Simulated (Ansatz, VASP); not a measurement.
# Cross-check of TiO2 (Rutile) between VASP and Ansatz

Wanted: the spread between two codes on one cell, functional and k mesh.

Method: plane waves, with VASP 6.6.1 beside it; relaxation of cell and atoms at PBE with D3(BJ) and relaxation of cell and atoms at r2SCAN with rVV10, in Ansatz 0.2.0.

## 1. Set-up

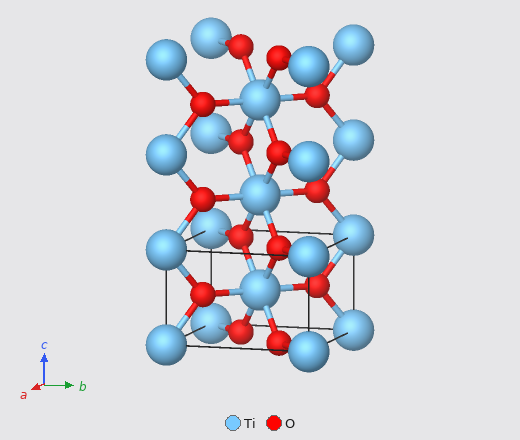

The starting structure, seen slightly off an axis (titanium blue, oxygen red). 1×1×3 cells are drawn. Some periodic images of atoms are drawn too.

## 2. Ansatz: relaxation of cell and atoms, PBE with D3(BJ)

Ansatz runs on its default PAW (the set named soft_2) files.

The relaxed volume is the usual yardstick between codes: its relative difference is about their pressure difference at one cell divided by the bulk modulus.

input.yaml reads:

```yaml
crystal:
  lattice:
    - [4.5922, 0.0, 0.0]
    - [0.0, 4.5922, 0.0]
    - [0.0, 0.0, 2.9574]
  atoms:
    - { symbol: Ti, position: [0.0, 0.0, 0.0] }
    - { symbol: Ti, position: [0.5, 0.5, 0.5] }
    - { symbol: O, position: [0.30496, 0.30496, 0.0] }
    - { symbol: O, position: [0.19504, 0.80496, 0.5] }
    - { symbol: O, position: [0.69504, 0.69504, 0.0] }
    - { symbol: O, position: [0.80496, 0.19504, 0.5] }
hamiltonian:
  xc: pbe
  pseudopotentials: { kind: paw }
  dispersion: d3bj
kpoints:
  mp_grid: { grid: [5, 5, 8] }
scf:
  occupations: { method: fermi_dirac, width: 0.05 }
relax:
  f_tol: 0.01
  max_steps: 60
  cell: { stress_tol: 0.05 }
output:
  forces: true
  stress: true
```

Run with:

```sh
ansatz run input.yaml --threads 4 --pin off --max-ram 9216MiB --backend cpu --events-out ev --progress --plain --runs-dir out
```

Numbers of over 12 decimals in the logs are rounded to 6 here.

What it wrote:

```text
Engine: ansatz 0.2.0, aarch64-unknown-linux-gnu
Pseudopotentials: kind: paw
Pseudopotential: Ti, paw, valence charge 12, recommended cutoff 420 eV (normal), Ti.paw.azcp
Pseudopotential: O, paw, valence charge 6, recommended cutoff 420 eV (normal), O.paw.azcp
Functional definition: PBE
  parameter kappa = 0.804
  parameter beta = 0.066725
  exchange = pbe_x(kappa = kappa, mu = beta*pi^2/3)
  correlation = pbe_c(beta = beta)
Crystal: 6 atoms, lattice volume = 62.367 Å³
Basis set: ecut = 420 eV, 1217 PW (Γ), exchange–correlation on 64×64×40 points (8 copies of the dense FFT grid, shifted against one another)
Bands: 30, of which v1, the nominal top of the filled ones, is band 24 counted from 1 (23 counted from 0)
Symmetry: 16 space group operations
Space group: P42/mnm (ITA 136), of the structure as read, at distance tolerance 4.0e-5 Å
k-points: 30 of 200
Non-local potential: Ti, projectors of the file, l = 0: 3, l = 1: 2, l = 2: 3, l = 3: 1
Non-local potential: O, projectors of the file, l = 0: 2, l = 1: 2, l = 2: 1
PAW form: soft (Blöchl's): semilocal exchange-correlation on the pseudo side does not see the compensation charge
PAW one-centre angular grid: Ti, 590 points (default); XC on 64 Gauss nodes
PAW one-centre angular grid: O, 110 points (default); XC on 64 Gauss nodes
Initial density: superposition of atomic densities (neutral atoms: chi_scale 0, normalization atom), corrected by the library's trained network
Initial wavefunctions: pseudopotential atomic-orbital guess
Functional: x = pbe(κ = 0.804, μ = 0.219515), c = pbe(β = 0.066725)
SCF iter   1: F=—  HF=-7278.771729 eV  |F-HF|=—  |Δ(HF+E_count)|=         —  Δρ=2.15e-3  dr2=1.74e-3  ethr=1.77e-3  ⟨swp⟩=5.2  Hψ=3608  notcnv=0
preconditioner: auto → Resta (q_TF=auto, 2.612 Å⁻¹)  ε∞=9.0  [insulator: Δε(μ)=1.877 eV  Ē_g=9.431 eV  σ=0.050 eV  W_gap=1.00  n_scr=18 (ndim 8)  ℏωp=26.6 eV  f_vac=0.017  D(μ)=0.00/eV (n_scr^D=0)  ε∞_Penn≈9.0]
SCF iter   2: F=—  HF=-7278.772447 eV  |F-HF|=—  |Δ(HF+E_count)|=   7.19e-4  Δρ=1.28e-3  dr2=5.33e-4  ethr=3.62e-6  ⟨swp⟩=2.5  Hψ=1721  notcnv=0
SCF iter   3: F=—  HF=-7278.772701 eV  |F-HF|=—  |Δ(HF+E_count)|=   2.54e-4  Δρ=6.38e-4  dr2=1.50e-4  ethr=1.11e-6  ⟨swp⟩=2.2  Hψ=1320  notcnv=0
SCF iter   4: F=—  HF=-7278.772850 eV  |F-HF|=—  |Δ(HF+E_count)|=   1.48e-4  Δρ=1.43e-4  dr2=1.18e-5  ethr=3.12e-7  ⟨swp⟩=2.1  Hψ=1272  notcnv=0
SCF iter   5: F=—  HF=-7278.772832 eV  |F-HF|=—  |Δ(HF+E_count)|=   1.79e-5  Δρ=3.17e-5  dr2=6.49e-7  ethr=2.46e-8  ⟨swp⟩=2.0  Hψ=1259  notcnv=0
SCF iter   6: F=-7278.772832 eV  HF=-7278.772832 eV  |F-HF|=6.00e-8  |Δ(HF+E_count)|=   1.94e-7  Δρ=1.02e-5  dr2=7.32e-8  ethr=2.08e-10  ⟨swp⟩=4.3  Hψ=2959  notcnv=0
SCF 1 converged in 6 iterations: F = -7278.772832 eV  dr2 = 7.32e-8
  greatest PAW one-centre occupation: 0.999 electrons in one spin orbital (limit 2), on the Ti atom at site 0 (counted from 0), in its partial waves of l = 0
relax step   1: F+E_penalty+E_count = -7278.77283190 eV  Δ(F+E_penalty+E_count) = +0.000e0 eV  max|allowed force component| = 7.258e-2 eV/Å  Δτ_max = 0.0000 Å  P = +1.413 GPa  Ω = 62.367 Å³  (6 SCF iters, dr2 threshold 1.00e-7 eV, accepted)
[...]
relax step   2: F+E_penalty+E_count = -7278.77417582 eV  Δ(F+E_penalty+E_count) = -1.344e-3 eV  max|allowed force component| = 1.651e-3 eV/Å  Δτ_max = 0.0043 Å  P = +0.374 GPa  Ω = 62.632 Å³  energy of the carried Pulay correction = -1.222e-3 eV  (5 SCF iters, dr2 threshold 6.00e-7 eV, accepted)
[...]
relax step   3: F+E_penalty+E_count = -7278.77398593 eV  Δ(F+E_penalty+E_count) = +1.899e-4 eV  max|allowed force component| = 3.199e-3 eV/Å  Δτ_max = 0.0007 Å  P = +0.026 GPa  Ω = 62.717 Å³  energy of the carried Pulay correction = -1.609e-3 eV  (4 SCF iters, dr2 threshold 6.00e-7 eV, accepted)
[...]
relax step   4: F+E_penalty+E_count = -7278.77396601 eV  Δ(F+E_penalty+E_count) = +1.991e-5 eV  max|allowed force component| = 1.907e-3 eV/Å  Δτ_max = 0.0001 Å  P = -0.002 GPa  Ω = 62.722 Å³  energy of the carried Pulay correction = -1.632e-3 eV  (4 SCF iters, dr2 threshold 1.47e-8 eV, accepted)
[...]
relax step   5: F+E_penalty+E_count = -7278.77580402 eV  Δ(F+E_penalty+E_count) = -1.838e-3 eV  max|allowed force component| = 1.962e-3 eV/Å  Δτ_max = 0.0000 Å  P = +0.048 GPa  Ω = 62.722 Å³  stress off target by 6.00e-2 GPa  SCF on the basis re-selected at this cell (its energy is not comparable with the rows above)  (6 SCF iters)
[...]
relax step   6: F+E_penalty+E_count = -7278.77574904 eV  Δ(F+E_penalty+E_count) = +5.498e-5 eV  max|allowed force component| = 1.333e-4 eV/Å  Δτ_max = 0.0001 Å  P = +0.002 GPa  Ω = 62.734 Å³  energy of the carried Pulay correction = -5.831e-5 eV  (4 SCF iters, dr2 threshold 9.01e-9 eV, accepted)
[...]
relax step   7: F+E_penalty+E_count = -7278.77579757 eV  Δ(F+E_penalty+E_count) = -4.854e-5 eV  max|allowed force component| = 1.414e-4 eV/Å  Δτ_max = 0.0000 Å  P = +0.002 GPa  Ω = 62.734 Å³  stress off target by 3.18e-3 GPa  SCF on the basis re-selected at this cell (its energy is not comparable with the rows above)  (5 SCF iters)
basis re-selected at this cell: Δ(F+E_penalty+E_count) = -4.854e-5 eV, ΔP = +0.001 GPa vs the last step (what re-selecting the basis moved, of the pressure what is left beyond the Pulay correction that the steps carried, after the strain that the cell walked since its last selection, with what the two solves' SCF thresholds leave and, on support functions, any second-order correction that the steps lacked; it is no m [...]
SCF converged after 5 iterations
Free energy (F): -7278.775798 eV
Harris-Foulkes:  -7278.775798 eV  (|F-HF|=4.64e-11)
Internal energy: -7278.775798 eV  (E = F + TS)
E sigma→0 (E₀):  -7278.775798 eV
Fermi energy:    9.966421 eV
--- Per-component energies (eV) ---
  E_band       = -394.401394
  E_kinetic    = 1246.610167
  E_local      = -3094.849654  (includes V_loc(G=0)·N_el)
  E_nonlocal   = 196.392020
  E_hartree    = 1178.481948
  E_xc         = -492.724172
  E_vxc        = -624.030469  (∫ρ·V_xc dr)
  E_paw        = -2721.853733  (= ΣΔE_a)
  E_vpaw       = -475.497575  (= ΣTr[D̂ρ^β])
  E_aug_tail   = 0.010139  (compensation charges beyond the density's cutoff)
  E_ewald      = -3589.357766
  E_disp       = -1.484746  (pairwise vdW)
  E_smearing   = -0.000000  (= −TS)
  E_closure    = 0.000000  (closes the sum)
  Σ components = -7278.775798   (vs F -7278.775798, Δ=0.00e0)
--- Forces (eV/Å), atoms counted from 1 ---
  atom   1  Ti     0.00000000     0.00000000     0.00000000
  atom   2  Ti     0.00000000     0.00000000     0.00000000
  atom   3  O      0.00014141     0.00014141     0.00000000
  atom   4  O     -0.00014141     0.00014141     0.00000000
  atom   5  O     -0.00014141    -0.00014141     0.00000000
  atom   6  O      0.00014141    -0.00014141     0.00000000
  max |Σ_I F_I| component: 4.34e-19 eV/Å
--- Stress (GPa, compression-positive) ---
        0.003176       0.000000       0.000000
        0.000000       0.003176       0.000000
        0.000000       0.000000       0.000338
  P = ⅓ Tr σ = 0.0022 GPa (0.022 kbar)
--- Relaxed structure (5 steps of the walk, 5 accepted, 2 SCFs on fresh bases) ---
  F+E_penalty+E_count = -7278.77579757 eV   max|allowed force component| = 1.414e-4 eV/Å   (the final SCF, on the basis selected at the relaxed cell)
  cell:  # Å, volume = 62.7344 Å³
    - [4.608157, 0, 0.0]
    - [0, 4.608157, 0.0]
    - [0.0, 0.0, 2.954277]
  atoms:
    - { symbol: Ti, position: [0, 0, 0.0] }
    - { symbol: Ti, position: [0.5, 0.5, 0.5] }
    - { symbol: O, position: [0.304378, 0.304378, 0.0] }
    - { symbol: O, position: [0.195622, 0.804378, 0.5] }
    - { symbol: O, position: [0.695622, 0.695622, 0.0] }
    - { symbol: O, position: [0.804378, 0.195622, 0.5] }
```

The job ended after 9.3 s (4 threads of Arm Neoverse N1, shared host; peak memory 0.39 GiB; 33 s of CPU time).

## 3. VASP: relaxation of cell and atoms, PBE with D3(BJ)

The same cell, functional, mesh and smearing now go to VASP, with its own data sets and cutoff.

Lines of VASP's logs that name or quote its potential files are left out, and so is its time.

INCAR reads:

```
SYSTEM = TiO2
PREC = Accurate
ENCUT = 560
EDIFF = 1E-06
NELM = 100
ISMEAR = -1
SIGMA = 0.05
LREAL = .FALSE.
ALGO = Normal
GGA = PE
IVDW = 12
NBANDS = 30
LASPH = .TRUE.
LORBIT = 11
LWAVE = .FALSE.
LCHARG = .FALSE.
KPAR = 4
IBRION = 2
NSW = 60
ISIF = 3
EDIFFG = -0.01
```

POSCAR reads:

```
TiO2
1.0
    4.5922000000      0.0000000000      0.0000000000
    0.0000000000      4.5922000000      0.0000000000
    0.0000000000      0.0000000000      2.9574000000
Ti O
2 4
Direct
    0.0000000000      0.0000000000      0.0000000000
    0.5000000000      0.5000000000      0.5000000000
    0.3049600000      0.3049600000      0.0000000000
    0.1950400000      0.8049600000      0.5000000000
    0.6950400000      0.6950400000      0.0000000000
    0.8049600000      0.1950400000      0.5000000000
```

KPOINTS reads:

```
Automatic mesh
0
Gamma
5 5 8
0 0 0
```

Potentials, in the order of the species: Ti_sv and O (PBE family, release 64).

Run with:

```sh
mpirun -np 4 vasp_std
```

What it wrote:

```text
[banner, memory and clock lines left out]
running    4 mpi-ranks, on    1 nodes
 distrk:  each k-point on    1 cores,    4 groups
 distr:  one band on    1 cores,    1 groups

 POSCAR found type information on POSCAR TiO
 POSCAR found :  2 types and       6 ions
 LDA part: xc-table for (Slater+PW92), standard interpolation
 POSCAR, INCAR and KPOINTS ok, starting setup
 FFT: planning ... GRIDC
 FFT: planning ... GRID_SOFT
 FFT: planning ... GRID
 WAVECAR not read
 entering main loop
       N       E                     dE             d eps       ncg     rms          rms(c)
DAV:   1     0.693840471177E+03    0.69384E+03   -0.25792E+04  1800   0.198E+03
DAV:   2     0.465933950408E+02   -0.64725E+03   -0.61371E+03  1926   0.573E+02
DAV:   3    -0.661047780417E+02   -0.11270E+03   -0.11002E+03  2696   0.212E+02
DAV:   4    -0.709368158095E+02   -0.48320E+01   -0.48257E+01  2490   0.455E+01
DAV:   5    -0.711190213725E+02   -0.18221E+00   -0.18216E+00  2484   0.722E+00    0.315E+01
DAV:   6    -0.541293438880E+02    0.16990E+02   -0.10271E+02  2232   0.976E+01    0.116E+01
DAV:   7    -0.538570085916E+02    0.27234E+00   -0.15039E+01  2168   0.325E+01    0.823E+00
DAV:   8    -0.537413952125E+02    0.11561E+00   -0.32160E+00  2114   0.177E+01    0.369E+00
DAV:   9    -0.536392495112E+02    0.10215E+00   -0.76495E-01  2178   0.786E+00    0.108E+00
DAV:  10    -0.536482076911E+02   -0.89582E-02   -0.78186E-02  2276   0.228E+00    0.449E-01
DAV:  11    -0.536449702620E+02    0.32374E-02   -0.16233E-02  2350   0.889E-01    0.607E-02
DAV:  12    -0.536451058414E+02   -0.13558E-03   -0.15923E-03  2094   0.433E-01    0.110E-01
DAV:  13    -0.536449700077E+02    0.13583E-03   -0.50187E-04  2206   0.236E-01    0.116E-02
DAV:  14    -0.536449767669E+02   -0.67592E-05   -0.46730E-05  2534   0.559E-02    0.164E-02
DAV:  15    -0.536449749207E+02    0.18462E-05   -0.15962E-05  2354   0.432E-02    0.205E-03
DAV:  16    -0.536449748979E+02    0.22784E-07   -0.54110E-07  1026   0.880E-03
   1 F= -.55138389E+02 E0= -.55138389E+02  d E =-.551384E+02
[...]
2 F= -.55136587E+02 E0= -.55136587E+02  d E =0.180144E-02
[...]
3 F= -.55142547E+02 E0= -.55142547E+02  d E =-.415809E-02
[...]
4 F= -.55143014E+02 E0= -.55143014E+02  d E =-.467619E-03
 trial-energy change:   -0.000468  1 .order   -0.000470   -0.000781   -0.000158
 step:   1.1170(harm=  1.1170)  dis= 0.00133  next Energy=   -55.143037 (dE=-0.490E-03)
 bond charge predicted
       N       E                     dE             d eps       ncg     rms          rms(c)
DAV:   1    -0.536621081052E+02    0.10780E-03   -0.65806E-03  1800   0.762E-01    0.576E-02
DAV:   2    -0.536620881015E+02    0.20004E-04   -0.28817E-04  1936   0.132E-01    0.343E-02
DAV:   3    -0.536620738216E+02    0.14280E-04   -0.43778E-05  2456   0.650E-02    0.149E-02
DAV:   4    -0.536620708160E+02    0.30056E-05   -0.13407E-05  2298   0.317E-02    0.315E-03
DAV:   5    -0.536620709453E+02   -0.12923E-06   -0.66814E-07  1092   0.761E-03
   5 F= -.55143032E+02 E0= -.55143032E+02  d E =-.485222E-03
 curvature:  -0.59 expect dE=-0.356E-05 dE for cont linesearch -0.637E-07
 trial: gam= 0.02047 g(F)=  0.398E-05 g(S)=  0.209E-05 ort =-0.100E-04 (trialstep = 0.936E+00)
 search vector abs. value=  0.605E-05
 reached required accuracy - stopping structural energy minimisation
```

OUTCAR, selected parts (step 3):

```text
ion  position               nearest neighbor table
   1  0.000  0.000  0.000-   4 1.95   6 1.95   4 1.95   6 1.95   5 1.98   3 1.98
   2  0.500  0.500  0.500-   3 1.95   5 1.95   3 1.95   5 1.95   4 1.98   6 1.98
   3  0.305  0.305  0.000-   2 1.95   2 1.95   1 1.98
   4  0.195  0.805  0.500-   1 1.95   1 1.95   2 1.98
   5  0.695  0.695  0.000-   2 1.95   2 1.95   1 1.98
   6  0.805  0.195  0.500-   1 1.95   1 1.95   2 1.98

  LATTYP: Found a simple tetragonal cell.
 ALAT       =     4.5922000000
 C/A-ratio  =     0.6440050520

 Subroutine GETGRP returns: Found 16 space group operations
 (whereof  8 operations were pure point group operations)

The static configuration has the point symmetry D_2h.
 The point group associated with its full space group is D_4h.

 Found     30 irreducible k-points:

   k-points           NKPTS =     30   k-points in BZ     NKDIM =     30   number of bands    NBANDS=     30

   dimension x,y,z NGX =    36 NGY =   36 NGZ =   24
   dimension x,y,z NGXF=    72 NGYF=   72 NGZF=   48

   ENCUT  =  560.0 eV  41.16 Ry    6.42 a.u.   8.86  8.86  5.71*2*pi/ulx,y,z

   NELECT =      48.0000    total number of electrons

 k-points in reciprocal lattice and weights: Automatic mesh
   0.00000000  0.00000000  0.00000000       0.005
   0.20000000  0.00000000  0.00000000       0.020
   0.40000000  0.00000000  0.00000000       0.020
   0.20000000  0.20000000  0.00000000       0.020
   0.40000000  0.20000000  0.00000000       0.040
   0.40000000  0.40000000  0.00000000       0.020
   0.00000000  0.00000000  0.12500000       0.010
   0.20000000  0.00000000  0.12500000       0.040
   0.40000000  0.00000000  0.12500000       0.040
[...]
0.40000000  0.20000000  0.50000000       0.040
   0.40000000  0.40000000  0.50000000       0.020

 Edisp (eV)   -1.48080

 average (electrostatic) potential at core
       1 -76.3120       2 -76.3120       3 -69.3708       4 -69.3708       5 -69.3708
       6 -69.3708

 E-fermi :   5.6636

 k-point     1 :       0.0000    0.0000    0.0000
  band No.  band energies     occupation
    ...
     20       2.8156      2.00000
     21       4.0774      2.00000
     22       4.3203      2.00000
     23       4.3203      2.00000
     24       4.7770      2.00000
     25       6.6068      0.00000
     26       6.8865      0.00000
     27       7.1490      0.00000
     28       7.2460      0.00000
     29       7.2460      0.00000
    ...

 k-point     2 :       0.2000    0.0000    0.0000
  band No.  band energies     occupation
    ...
     20       2.8384      2.00000
     21       3.6475      2.00000
     22       3.8349      2.00000
     23       4.0392      2.00000
     24       4.6318      2.00000
     25       6.8111      0.00000
     26       7.1365      0.00000
     27       7.3974      0.00000
     28       7.4236      0.00000
     29       7.4527      0.00000
    ...

 k-point     3 :       0.4000    0.0000    0.0000
  band No.  band energies     occupation
    ...
     20       2.3160      2.00000
     21       2.9908      2.00000
     22       3.3616      2.00000
     23       3.9119      2.00000
     24       4.2373      2.00000
     25       7.1496      0.00000
     26       7.3109      0.00000
     27       7.6863      0.00000
     28       7.7405      0.00000
     29       7.9897      0.00000
    ...

 Edisp (eV)   -1.48096

  Total       0.01139     0.01139    -0.00105     0.00000     0.00000     0.00000
  in kB       0.29013     0.29013    -0.02677     0.00000     0.00000     0.00000
  external pressure =        0.18 kB  Pullay stress =        0.00 kB

  energy-cutoff  :      560.00
  volume of cell :       62.88
      direct lattice vectors                 reciprocal lattice vectors
     4.610662047  0.000000000  0.000000000     0.216888592  0.000000000  0.000000000
     0.000000000  4.610662047  0.000000000    -0.000000000  0.216888592  0.000000000
     0.000000000  0.000000000  2.957712226     0.000000000  0.000000000  0.338099153

 POSITION                                       TOTAL-FORCE (eV/Angst)
 -----------------------------------------------------------------------------------
      0.00000      0.00000      0.00000         0.000000      0.000000     -0.000000
      2.30533      2.30533      1.47886         0.000000      0.000000     -0.000000
      1.40273      1.40273      0.00000         0.003211      0.003211     -0.000000
      0.90260      3.70806      1.47886        -0.003211      0.003211     -0.000000
      3.20793      3.20793      0.00000        -0.003211     -0.003211      0.000000
      3.70806      0.90260      1.47886         0.003211     -0.003211      0.000000
 -----------------------------------------------------------------------------------
    total drift:                                0.000000      0.000000      0.000000

  FREE ENERGIE OF THE ION-ELECTRON SYSTEM (eV)
  ---------------------------------------------------
  free  energy   TOTEN  =       -55.1430319414 eV

  energy  without entropy=      -55.1430319407  energy(sigma->0) =      -55.14303194

 reached required accuracy - stopping structural energy minimisation

 total charge
# of ion       s       p       d       tot
------------------------------------------
    1        2.220   6.296   1.709  10.226
    2        2.220   6.296   1.709  10.226
    3        1.570   3.499   0.000   5.069
    4        1.570   3.499   0.000   5.069
    5        1.570   3.499   0.000   5.069
    6        1.570   3.499   0.000   5.069
--------------------------------------------------
tot         10.721  26.589   3.419  40.729

[... 3 further parts left out ...]
```

## 4. Differences

Known differences besides the PAW data sets themselves: both relaxations stop at a tolerance, which leaves soft axes loose, and VASP keeps its plane-wave basis; the cutoff is 420 eV in Ansatz and 560 eV in VASP; Ansatz adds a Pulay correction to the stress that steers its cell, VASP none. Total energies have different zeros and are not compared.

Both answers:

```tsv
quantity	Ansatz	VASP	difference
volume (Å³)	62.73	62.88	-0.22 %
edge a after relaxation, in the typed setting (Å)	4.608	4.611	-0.05 %
edge c after relaxation, in the typed setting (Å)	2.954	2.958	-0.11 %
```

The walks stopped with 0.00 GPa left in Ansatz and 0.02 GPa in VASP; each walk ends within a tolerance, so the volume difference is uncertain by about these residues over the bulk modulus, most in soft cells.

(Part 1 of 2 ends here.)

[Lines on the potential files, build, host, timing and source positions are cut from VASP's logs without a mark.]

[Logs are printed without paths, hosts, clocks, repeated set-up lines and the standing remarks that a program may print on its own settings, such as how far it seeks lower states.]

[Hosts, paths, dates, database ids (printed as entryN), source tags and the programs' standing remarks are cut or masked in the printed files.]
